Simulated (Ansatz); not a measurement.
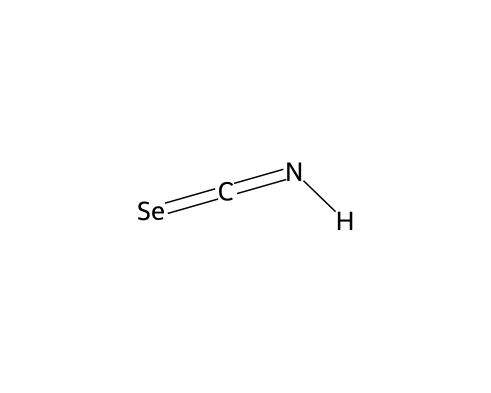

2D structure.

> Write the SMILES.

N=C=[Se]

> Give the formula, hydrogens included.

CHNSe.

More results for the same structure follow; atom numbers are the same in all pictures, views and colours differ. The geometry was computed by an optimisation with PBE0-D4/def2-TZVP.

## Geometry

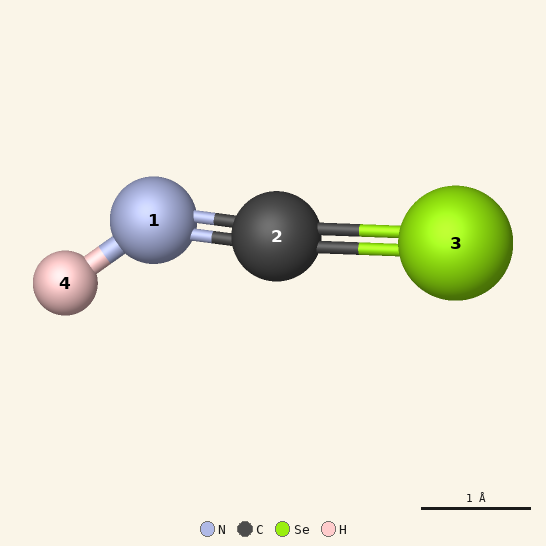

The atoms are numbered.

Give the bond lengths.

```
  bond  length (Å)   order
 N1–C2       1.192  double
 N1–H4       1.003  single
C2–Se3       1.713  double
```

## Vibrations

Harmonic vibrations computed with RKS PBE0-D4/def2-TZVP (Ansatz 0.2.0) at a stationary point of the same level.

> List the wavenumbers.

6 modes: 419, 448, 556, 693, 2060, 3719 cm⁻¹.

## Electronic properties

Properties computed with RKS PBE0-D4/def2-QZVPP (Ansatz 0.2.0).

What does the calculation give?

- HOMO energy (Kohn–Sham orbital): −7.14 eV
- LUMO energy (Kohn–Sham orbital): −1.27 eV
- HOMO–LUMO gap: 5.87 eV

## Dipole moment

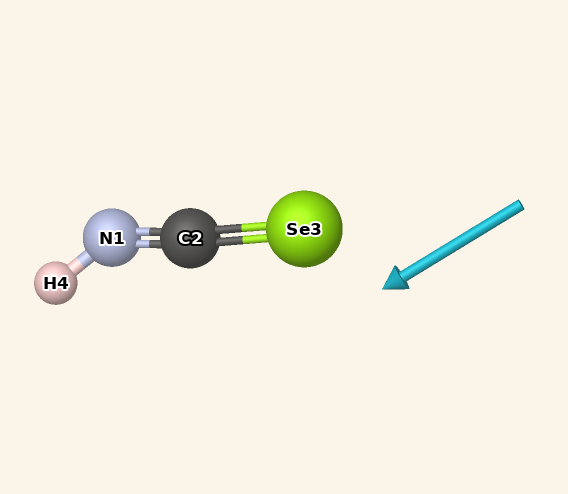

The arrow beside the molecule shows the direction of the dipole moment, from the negative to the positive end (its length means nothing). Level of theory: RKS PBE0-D4/def2-TZVP (Ansatz 0.2.0).

> How large is the dipole moment?

2.19 D; it points from the side of Se3 to the side of H4 (the outermost atoms at the two ends).

## Thermal motion

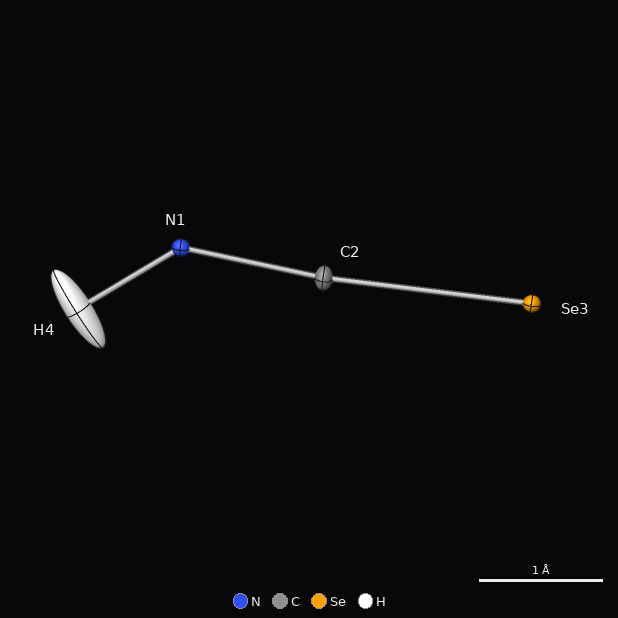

Displacement ellipsoids at the 50 % level, from the internal vibrations of the free molecule (harmonic, no overall translation or rotation; no half-axis is drawn under 0.075 Å). Vibrations computed with RKS PBE0-D4/def2-TZVP (Ansatz 0.2.0). Temperature: 600 K.

> Which atom moves most?

H4, with U_eq = 0.0245 Å².

> Does H4 move more along its bond or across it?

Across it: the root-mean-square amplitude is 0.075 Å along the bond and up to 0.248 Å across, since bending and torsion are softer than stretching.

Give the displacement parameters, one line for each set of equivalent atoms.

```
atom  U_eq (Å²)   rms amplitudes (Å)
  N1     0.0011  0.028, 0.033, 0.039
  C2     0.0036  0.035, 0.069, 0.069
 Se3    0.00005  0.005, 0.005, 0.011
  H4     0.0245  0.075, 0.080, 0.248
```
